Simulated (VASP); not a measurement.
Band structure of SrNiF$_{6}$ (space group R-3m). All values below come from r2SCAN meta-GGA, VASP's PBE PAW potentials (set 64) (plane waves; VASP).

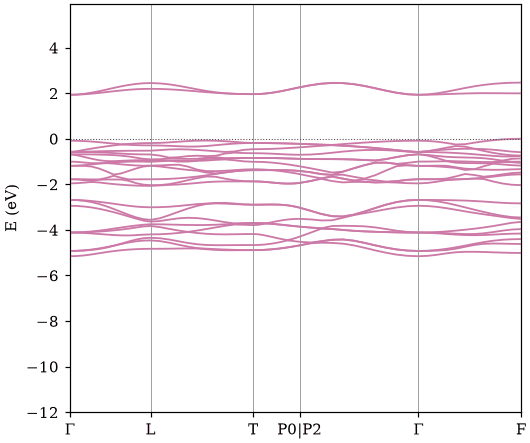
Figure. Bands along high-symmetry lines, zero at the valence-band maximum or, without a gap, the Fermi level

Problem. Read the plot: is there a gap, and where are the band edges?

Solution. The gap is indirect, 1.93 eV, from the valence maximum at F to the conduction minimum at Γ.

The structure comes from a computed database's SrNiF6 entry (R-3m); how it stands against other phases isn't given here. It was relaxed first. The run is not spin-polarised, so no magnetic state was tried.
